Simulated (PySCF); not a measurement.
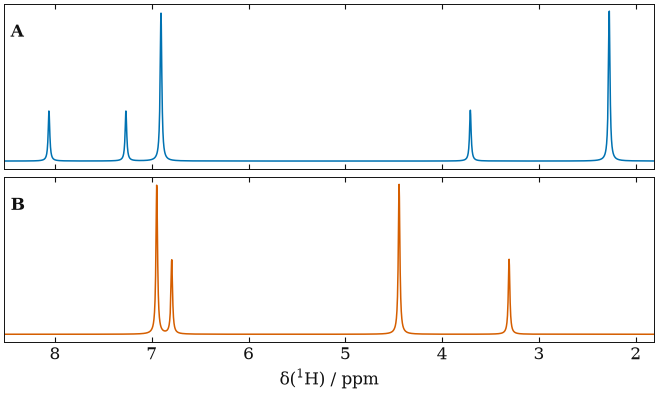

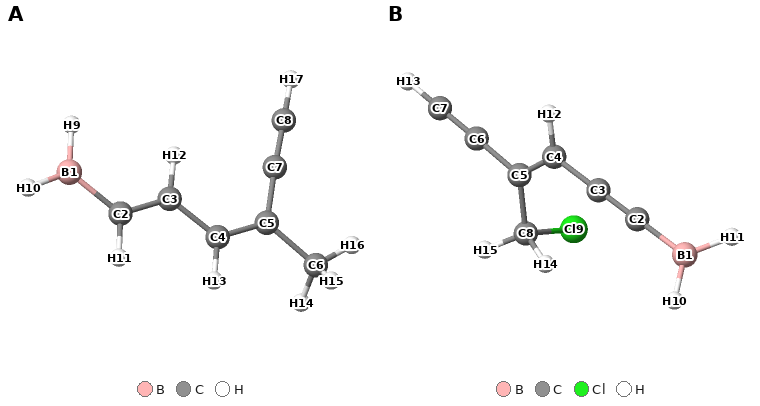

Related molecules: A is C₇H₉B, SMILES B/C=C/C=C(/C)C#C; B is C₇H₆BCl, SMILES BC#C/C=C(/C#C)CCl. GIAO ¹H shifts against TMS, PBE0/pcSseg-1 with PySCF, at a GFN2-xTB geometry (no frequency check); fully decoupled, line heights follow the number of nuclei within a panel, widths are arbitrary (no quadrupolar broadening); values of one conformer, averaged over nuclei that symmetry or rotation about single bonds exchange, these motions taken as fast; other conformers aren't averaged in.

Assign the ¹H signals of each molecule.

Answer. A: 8.06 (H12); 7.27 (H11); 6.91 (H9, H10); 6.90 (H13); 3.71 (H17); 2.27 (H14, H15, H16)
B: 6.95 (H10, H11); 6.79 (H12); 4.45 (H14, H15); 3.31 (H13)

The order of signals that lie close, as those under 0.08 ppm apart, is within the error of the method.

Limits of at least one run: the tight-binding geometry is rougher than a DFT one and adds to the error.
